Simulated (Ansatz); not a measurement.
# Hypothetical R-3m LuAgTe2 under a change: Ag → Pd

The reference is LuAgTe$_{2}$ (space group R-3m, No. 166; a = 4.340 Å, c = 21.090 Å (hexagonal axes); a hypothetical phase, not in the database extracts checked).

The change: every Ag is replaced by Pd; the structure is relaxed again.

Level of theory: Ansatz (a program for electronic structure) PBE, no SOC. k-mesh 13×13×13 (Γ-centred); smearing 0.05 eV (Fermi–Dirac), for the changed cell.

```
quantity                           base   changed      shift
-----------------------------  --------  --------  ---------
volume per atom                28.67 Å³  26.13 Å³   -2.54 Å³
lattice parameter a             4.340 Å   4.317 Å   -0.023 Å
c/a ratio                         4.859     4.500     -0.359
shortest interatomic distance   3.057 Å   2.909 Å  -0.1488 Å
band gap                        0.65 eV      zero          –
```

Final structure:

```
LuPdTe2
1.0
    2.15847     1.24619     6.47551
   -2.15847     1.24619     6.47551
    0.00000    -2.49238     6.47551
Lu Pd Te
1 1 2
Direct
  0.00000   0.00000   0.00000
  0.50000   0.50000   0.50000
  0.24384   0.24384   0.24384
  0.75616   0.75616   0.75616
```

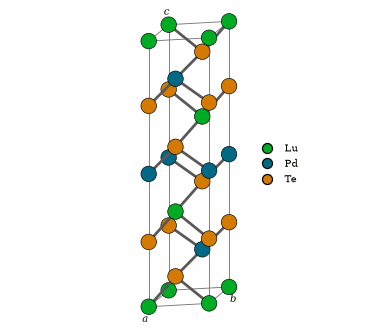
*The relaxed conventional cell after the change*

With Te present, leaving out spin-orbit coupling can change the band edges. Whether these cells are dynamically stable was not tested. As relaxed here, LuPdTe2 is a hypothetical phase, not in the database extracts checked. The final runs are not spin-polarised. An odd electron count without spin: LuPdTe2. LuPdTe2 has a high density of states at the Fermi level and may be magnetic at this level.
